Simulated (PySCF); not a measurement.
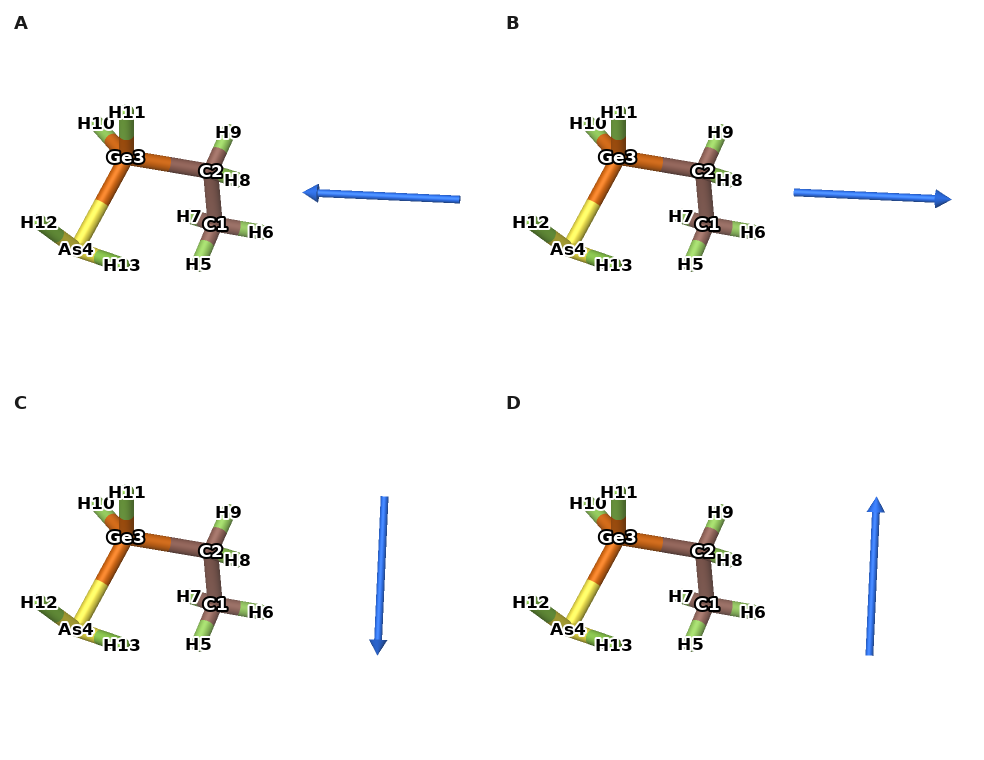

The same molecule four times, each with an arrow. The computed structure is the end point of a GFN2-xTB optimisation. No frequency run is at hand to confirm it as a minimum. Properties computed with PBE0/def2-SVPD, gas phase (PySCF 2.14.0).

### Which arrow points along the dipole moment, from the negative to the positive end?

B. The dipole moment is 0.75 D; it points from the side of H12 to the side of H6 (the outermost atoms at the two ends).

The geometry is semi-empirical. Around As, Ge such bond lengths and angles can be off by a tenth of an ångström or more and by several degrees, and values that hang on the shape move with them.
